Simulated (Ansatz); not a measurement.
## Electronic structure of FGa₂H₅Si in real space

```tsv
atom	x (Å)	y (Å)	z (Å)
F	-1.8088	1.6169	-0.2404
Ga	-1.5331	2.1470	-2.1436
Ga	0.1273	1.1182	0.1621
Si	0.0353	-1.2964	0.3497
H	0.4268	1.5754	-1.4369
H	-0.7026	-1.8770	-0.8284
H	-0.6678	-1.7584	1.5963
H	1.4155	-1.8975	0.3535
H	0.5941	2.2360	1.1769
```

Geometry: BLYP-D3(BJ)/def2-SVP.

Level of theory: isolated molecule in a Gaussian basis; Kohn-Sham density functional theory, functional PBE0 in Ansatz.

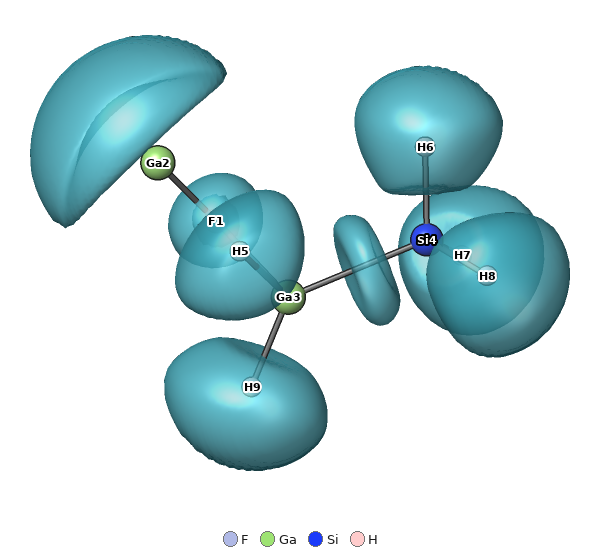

Figure 1. Isosurface of the ELF at 0.75 (cyan), seen across its widest extent. Only the valence region is drawn (cores and ρ < 0.01 e/Å³ removed).

Where are the electrons localised?

The ELF exceeds this value in one region between bonded Ga–Si atoms (shared pairs), five regions around hydrogen nuclei, one lobe on Ga, pointing away from the bonds (lone pairs) and one region wrapped around F (its valence shell).


Ga–F (1.99 Å): the ELF is about 0.15 at the midpoint. Ga–Si (2.42 Å): the ELF peaks at about 0.95 between the atoms: localised, covalent bonding.

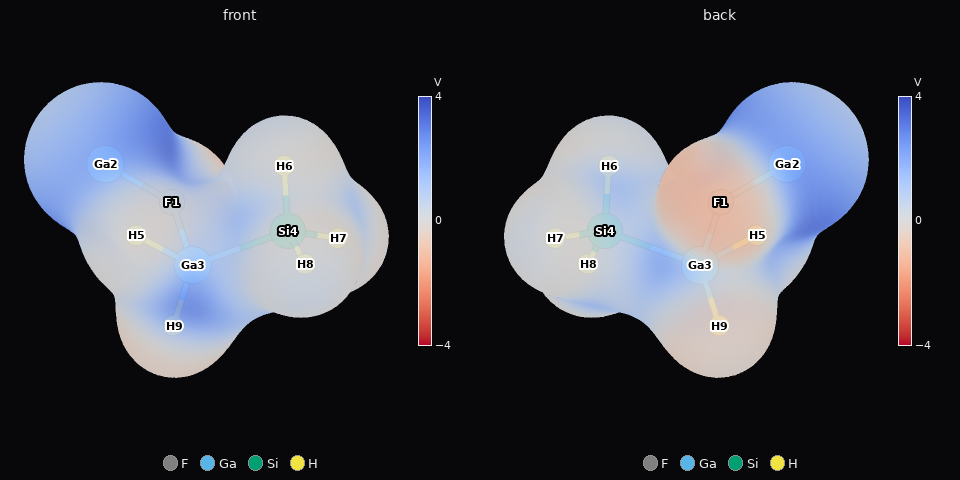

Figure 2. The molecular electrostatic potential painted on the density surface at 0.004 e/bohr³, seen from the front and from behind; red is negative and blue positive.

Where is the surface potential most negative and most positive?

The most negative region (about −1.1 V) lies over F1, the most positive (about +3.0 V) over Ga2.

How polar is the molecule by this calculation?

Its dipole moment is 2.55 D.

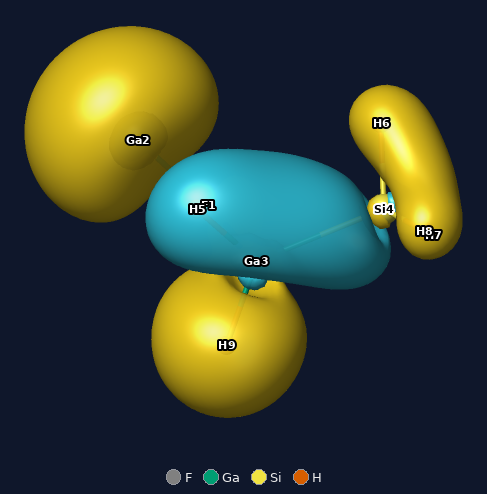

Figure 3. The HOMO−1 at ±0.06 Å⁻³ᐟ² (yellow and cyan are the two phases), seen across its widest extent.

Where does this orbital lie, and at what energy?

It lies mainly on Ga2 (about 35 %), Ga3 (about 20 %), H9 (about 15 %), Si4 (about 10 %) and H5 (about 10 %). Its energy is −7.79 eV.

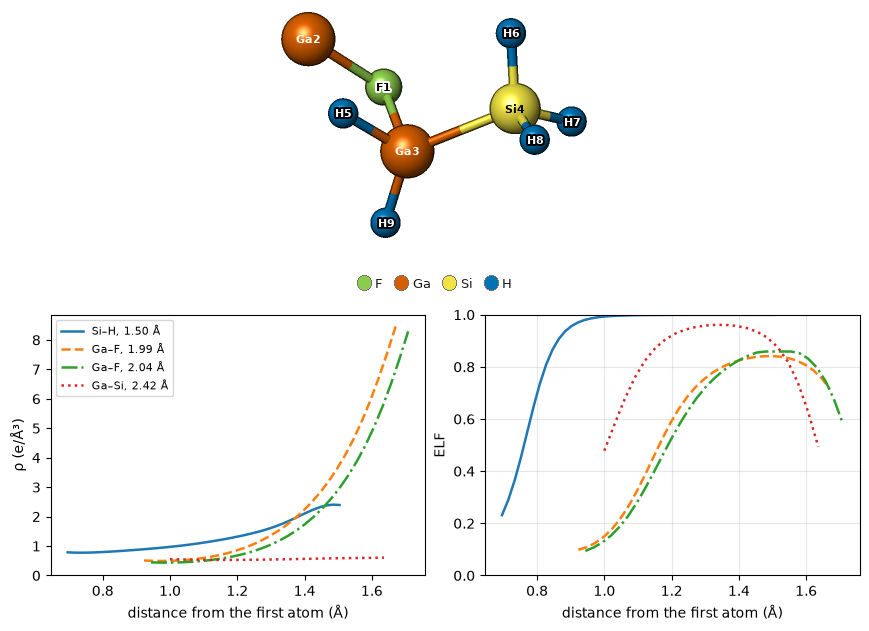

Figure 4. Total electron density and electron localisation function along straight lines between neighbouring atoms. The curves leave out the atomic cores. The structure is drawn too.

Compare the contacts.

Si–H (1.50 Å): ρ is about 0.78 e/Å³ halfway; the ELF climbs to about 1 towards the hydrogen, as it does in any bond to H.
Ga–F (1.99 Å): the density is about 0.5 e/Å³ at the midpoint; the ELF is about 0.15 at the midpoint.
Ga–F (2.04 Å): the density is about 0.44 e/Å³ at the midpoint; the ELF peaks at about 0.85 in the valence shell of F, 0.6 Å from its nucleus, and is about 0.15 at the midpoint.
Ga–Si (2.42 Å): ρ at the midpoint is about 0.53 e/Å³; the ELF peaks at about 0.95 between the atoms (localised, covalent bonding).
